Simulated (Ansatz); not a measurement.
```csv
atom,x (Å),y (Å),z (Å)
O,0.1621,-0.3893,3.4594
Al,-0.6207,0.2456,2.1144
Cl,-2.3493,1.3837,2.4098
O,0.5009,1.1938,1.0153
C,0.6649,1.0196,-0.2217
C,1.5975,2.0512,-0.8711
F,1.1350,3.2760,-0.6593
F,1.7055,1.8618,-2.1836
F,2.8097,1.9535,-0.3327
C,0.1132,0.0036,-0.9904
C,-0.6709,-0.9676,-0.3825
C,-1.2187,-2.1383,-1.2101
F,-2.5397,-2.1887,-1.1034
F,-0.7097,-3.2795,-0.7548
F,-0.9033,-2.0231,-2.4976
O,-0.9860,-1.0185,0.8363
H,0.9520,-0.9227,3.4699
H,0.3200,-0.0499,-2.0463
```

Geometry: PBE0-D4/def2-TZVP.

These are results of RKS PBE0-D4/def2-TZVPP (Ansatz 0.2.0), not measurements.

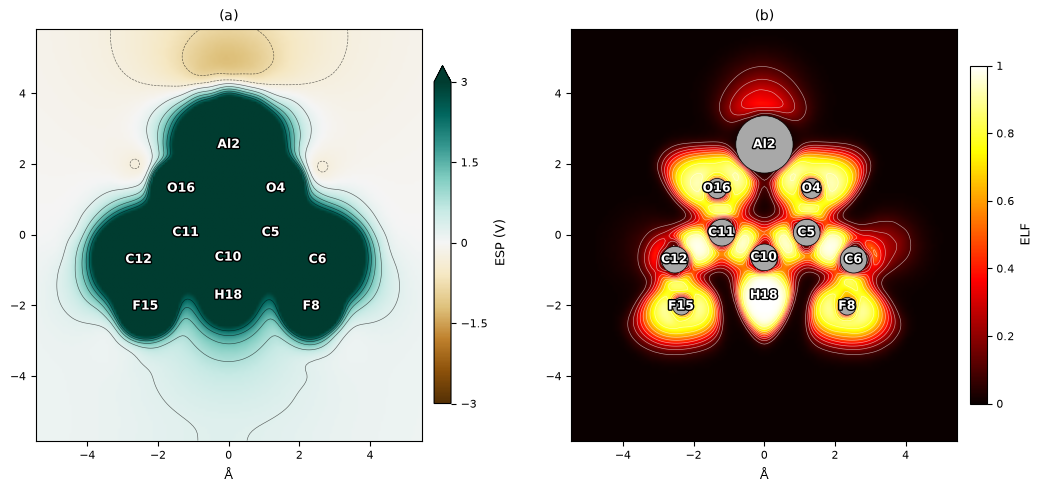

C₅H₂AlClF₆O₃ (SMILES [OH][Al-]1([Cl])[O]C(C(F)(F)F)=CC(C(F)(F)F)=[O+]1). (a) molecular electrostatic potential; (b) ELF on the plane of atoms C11, C10 and H18. Grey discs cover the atomic cores in the ELF map.

> What do the fields say about this system?

- The plane passes through Al, O, C, F and H nuclei.
- C–O (1.26 Å): the ELF peaks at about 0.90 between the atoms: a polar covalent bond.
- C–F (1.33 Å): the ELF peaks at about 0.85 between the atoms (a shared but strongly polarised pair).
- C–C (1.39 Å): the ELF peaks at about 0.95 between the atoms (localised, covalent bonding).
- C–C (1.53 Å): the ELF peaks at about 1 between the atoms (a covalent bond).
- The ELF also peaks beside F15, F8, O16 and O4, away from the bonds: lone-pair regions.
- Outside the dense part of the molecule the potential is most negative (−1.2 V) near O1, which lies off the plane.
